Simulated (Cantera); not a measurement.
Charge: 1 mol Fe(CO)5, 8 mol H2, a varied amount of N2, equilibrated at 1050 K and 0.100 bar.

Equilibrium computed with Cantera from the NASA thermochemical tables; the gas is ideal and each condensed phase is pure. Candidate condensed phases: C, C6H6, C7H8, C8H18, Fe, Fe(CO)5, FeO, Fe(OH)2, Fe(OH)3, Fe2O3, Fe3O4, H2O; 140 gas species. Condensed phases not in the tables: cementite and carbon dissolved in iron. Rates play no part.

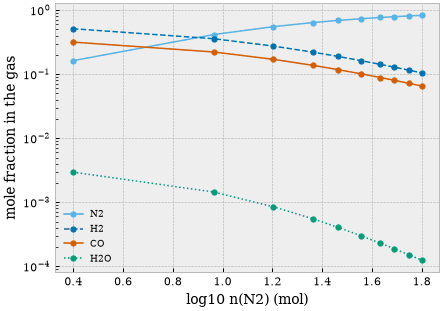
Fig. 1. Equilibrium gas composition (values under 1e-9 drawn at 1e-9)

From 2.5 mol N2 to 63 mol N2 the condensed part is C(graphite) + Fe(α).
